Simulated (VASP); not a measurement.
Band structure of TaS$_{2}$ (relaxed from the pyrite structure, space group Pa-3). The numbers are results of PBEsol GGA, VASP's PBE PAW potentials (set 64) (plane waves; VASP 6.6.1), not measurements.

Unless said otherwise, spin-orbit coupling is left out, though it shifts the bands of the heavy elements here.

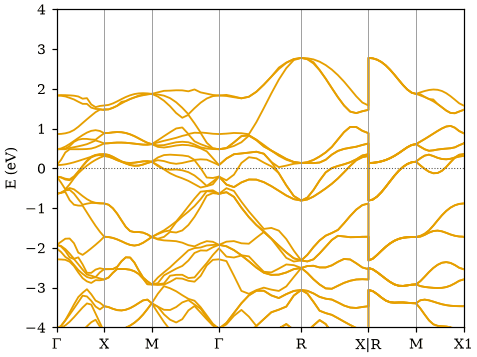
Figure. Bands along high-symmetry lines, zero at the valence-band maximum or, without a gap, the Fermi level

**Question.** Read the plot: is there a gap, and where are the band edges?

**Answer.** It has no gap at this level: it comes out as a metal or semimetal. (Edges off the drawn lines would not show.)

The structure was generated: TaS2 was put into the pyrite type (Pa-3), which need not be its known phase. It was relaxed first, which changed the volume by +5 %.
